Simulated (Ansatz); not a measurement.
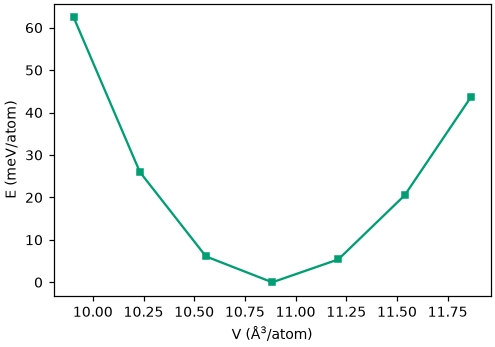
Figure: Cu (fcc (Cu type), space group No. 225) under volume change, DFT-LDA in the program Ansatz with PAW potentials, scaled uniformly.

**Question.** What does a third-order Birch–Murnaghan fit give for V₀, B₀ and B′?

**Answer.** V₀ = 10.88 Å³/atom, B₀ = 188 GPa, B′ = 5.0.

Space group Fm-3m (fcc (Cu type)). The LDA relaxation kept the symmetry of its start. No spin polarisation was allowed.

Potentials: the earlier of the program's two PAW sets. The files were generated under PBE; for other functionals the program regenerates the frozen cores, and for LDA and PBEsol the local potential too.
